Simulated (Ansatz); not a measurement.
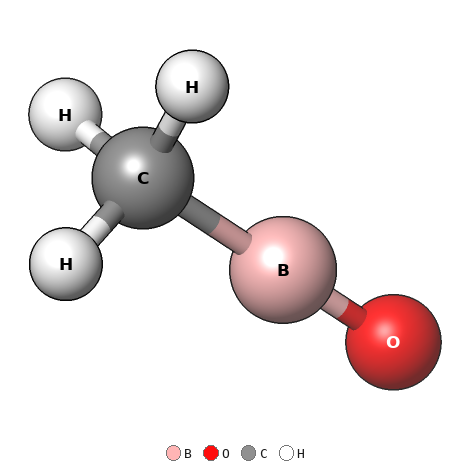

The picture shows a molecular structure as a ball-and-stick model. Every bond is drawn as one stick, whatever its order.

The computed structure is the end point of a PBE0-D4/def2-TZVP optimisation.

> Count the atoms of each element.

CH₃BO, 6 atoms: 1 carbon, 3 hydrogen, 1 boron and 1 oxygen.

> How many atoms are distinct by symmetry?

4: 1 B, 1 O, 1 C, 3 H.

> Count the bonded pairs by element.

3 C–H, 1 B–O, 1 C–B. Sticks follow a distance rule.

> Which point group does it belong to?

C3v.

The parts below concern this one geometry. Atoms keep their numbers from picture to picture.

### Geometry

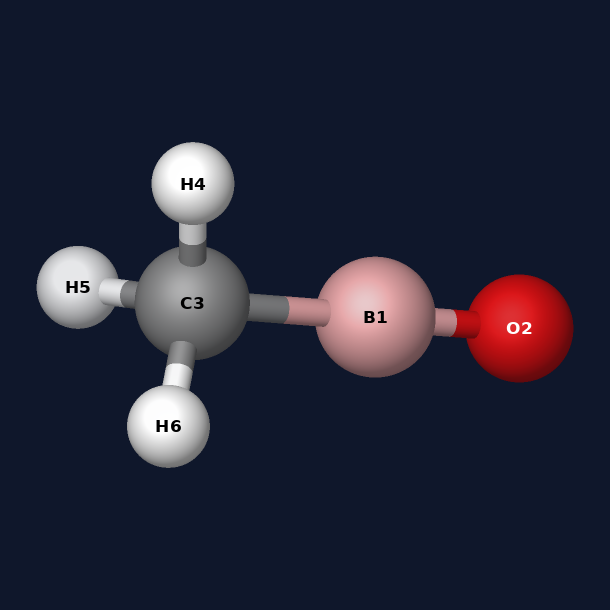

List the bonds and their lengths.

```tsv
bond	length (Å)
B1–O2	1.204
B1–C3	1.529
C3–H4	1.092
C3–H5	1.092
C3–H6	1.092
```

### Electronic properties

Level of theory: RKS PBE0-D4/def2-TZVPP (Ansatz 0.2.0).

Predict the main results.

- HOMO energy (Kohn–Sham orbital): −9.72 eV
- LUMO energy (Kohn–Sham orbital): 0.37 eV
- HOMO–LUMO gap: 10.09 eV

### Charges

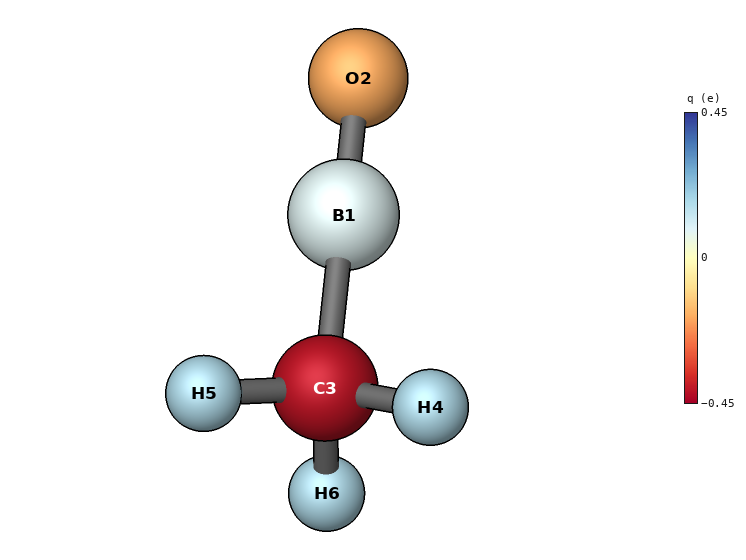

Atoms are coloured by their Mulliken charges. Level of theory: RKS PBE0-D4/def2-TZVP (Ansatz 0.2.0).

> Which atom carries the highest charge (most positive or least negative)?

H4, H5, H6 (0.17 e).

> And the lowest?

C3 (−0.41 e).

Give the Mulliken charges atom by atom.

| atom | value (e) |
| --- | --- |
| B1 | 0.08 |
| O2 | −0.18 |
| C3 | −0.41 |
| H4 | 0.17 |
| H5 | 0.17 |
| H6 | 0.17 |

### Thermal motion

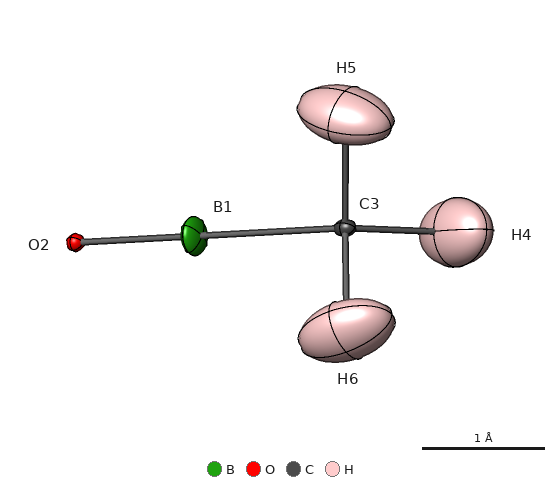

Displacement ellipsoids at the 50 % level, enlarged 2 times, from the internal vibrations of the free molecule (harmonic, no overall translation or rotation; no half-axis is drawn under 0.075 Å). Vibrations computed with RKS PBE0-D4/def2-TZVP (Ansatz 0.2.0). Temperature: 100 K.

Give the displacement parameters, one line for each set of equivalent atoms.

```csv
atom,U_eq (Å²),rms amplitudes (Å)
B1,0.0020,"0.025, 0.052, 0.052"
O2,0.00051,"0.022, 0.022, 0.023"
C3,0.00061,"0.020, 0.020, 0.032"
"H4, H5, H6",0.0109,"0.073, 0.091, 0.138"
```

Mulliken values depend strongly on the basis set and can even reverse the polarity of a bond.
